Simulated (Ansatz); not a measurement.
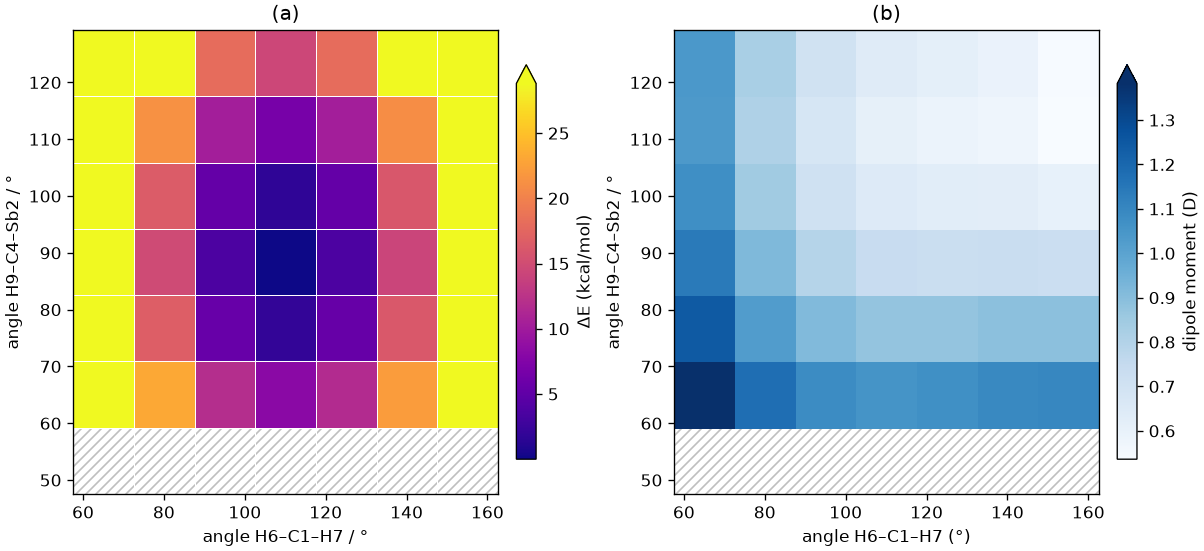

C₂H₆BSb, SMILES [CH3][Sb]1[BH][CH2]1. The first coordinate is: angle H6–C1–H7; the second: angle H9–C4–Sb2. Nothing is relaxed (all other coordinates rigid). Grid: 7 × 7 points. At 7 points there is no value. Energies: kcal/mol, counted from the relaxed molecule at the same level. The calculation used RKS PBE-D4/def2-TZVP (Ansatz).

Panel (a) is the energy; panel (b) is the computed dipole moment, in D.

Drawn: one coloured cell a grid point, one colour for all values above the top of the scale, hatched blanks where no value was computed.

Question: How does the dipole moment vary over the map, and what is it at the lowest grid point?

Answer: Leaving out the highest fifth of the energies, it runs from 0.57 D at angle H6–C1–H7 = 140°, angle H9–C4–Sb2 = 111.7° to 1.18 D at angle H6–C1–H7 = 80°, angle H9–C4–Sb2 = 65.1°. At the lowest grid point, angle H6–C1–H7 = 110°, angle H9–C4–Sb2 = 88.4°, it is 0.74 D.
